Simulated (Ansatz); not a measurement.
```xyz
7

B    -1.0786   -0.2806   -0.6772
B     0.2519   -0.8525   -0.9770
Si    0.3241    0.4084    0.6092
H    -2.1060    0.2205   -0.3853
H     1.3424   -1.2699   -1.1458
H    -0.4195    1.3291    1.5034
H     1.7469    0.3770    1.0269
```

Geometry: PBE0-D4/def2-TZVP.

These are results of RKS PBE0-D4/def2-TZVPP (Ansatz 0.2.0), not measurements.

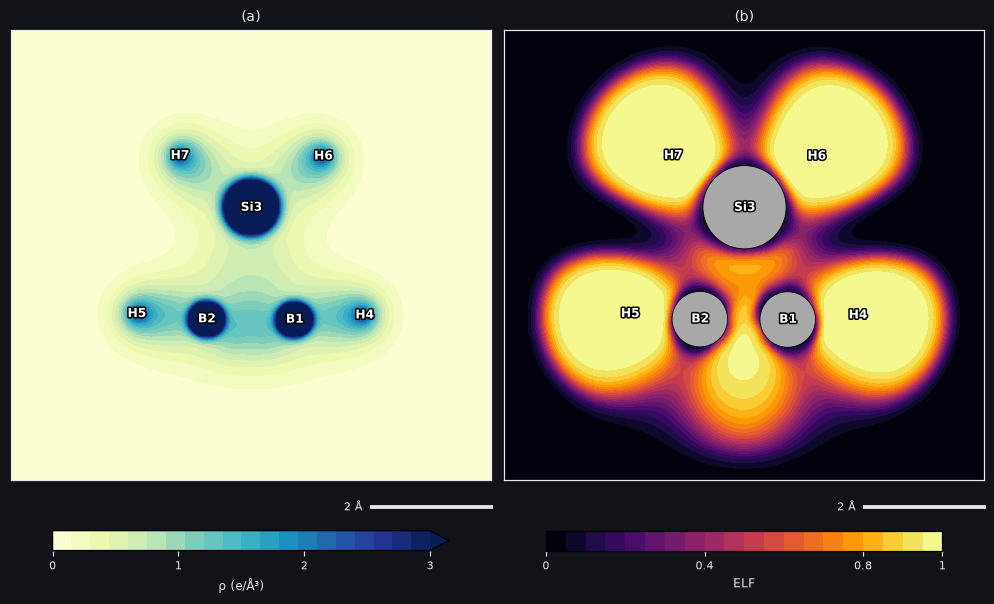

B₂H₄Si (SMILES B1B[SiH2]1). (a) total electron density; (b) electron localisation function on the molecular plane. Grey discs cover the atomic cores in the ELF map.

**Interpret the plot.**

The section cuts through B, Si and H sites. B–B (1.48 Å): ρ at the midpoint is about 1.3 e/Å³; the ELF peaks at about 0.90 between the atoms (a covalent bond). Si–B (2.02 Å): ρ is about 0.63 e/Å³ halfway; the ELF peaks at about 0.80 between the atoms (a shared electron pair). B–H (1.18 Å): the density is about 1.3 e/Å³ at the midpoint; the ELF climbs to about 1 towards the hydrogen, as it does in any bond to H: an ordinary covalent bond to hydrogen. Si–H (1.48 Å): ρ at the midpoint is about 0.82 e/Å³; the ELF climbs to about 1 towards the hydrogen.
